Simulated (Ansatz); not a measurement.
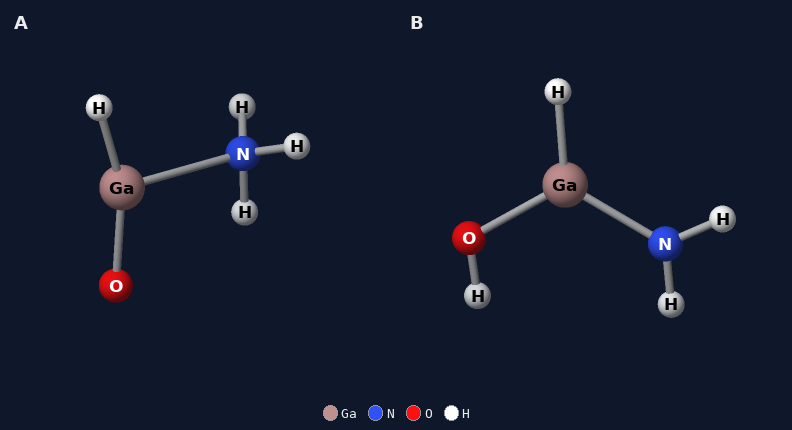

2 stationary structures of one formula. Geometries: PBE0-D4/def2-TZVP. Electronic energies: PBE0-D4/def2-TZVP (Ansatz 0.2.0), without zero-point energy. No frequency run is at hand to confirm each as a minimum. Each is one conformer, not always the lowest.

Which structure is the most stable?

Answer. B is lowest (Cs, a minimum); A lies 152.8 kJ/mol above it (Cs).
